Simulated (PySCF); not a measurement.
Al(Me)2(OSiOH3), C2H9AlO4Si, SMILES O[Si](O)(O)[O][Al]([CH3])[CH3], singlet, GFN2-xTB optimised geometry. Atoms within 1.6 Å of the plane z = 0.0 Å (x, y, z in Å): Al1 (0.57, -0.78, 0.00), C2 (-0.70, -2.32, 0.00), H3 (-1.36, -2.29, 0.88), H4 (-0.20, -3.29, 0.00), H5 (-1.36, -2.29, -0.87), C6 (2.56, -0.78, 0.00), H7 (2.96, -0.21, -0.85), H8 (2.99, -1.79, -0.05), H9 (2.96, -0.31, 0.90), O10 (-0.15, 0.73, 0.00), Si11 (-0.87, 2.20, 0.02), O12 (-1.08, 2.69, 1.54), O13 (-2.31, 2.11, -0.72), O14 (0.04, 3.29, -0.76), H16 (-2.99, 1.58, -0.31).

Level of theory: PBE0/def2-SVP run with PySCF. Cells within 0.4 Å of a nucleus heavier than hydrogen are left out (blank, or x).

Map of the electrostatic potential (hartree/e), clipped to [-0.08, 0.12] on the plane z = 0.0 Å:

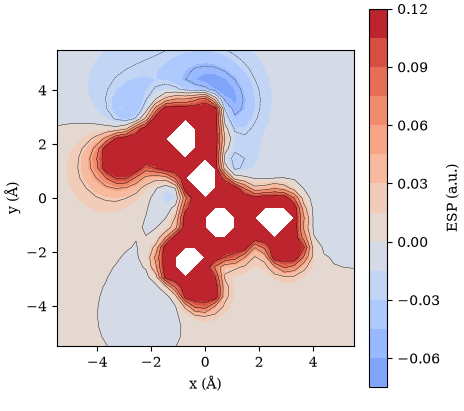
Electrostatic potential (hartree/e), clipped to [-0.08, 0.12] on the plane z = 0.0 Å.
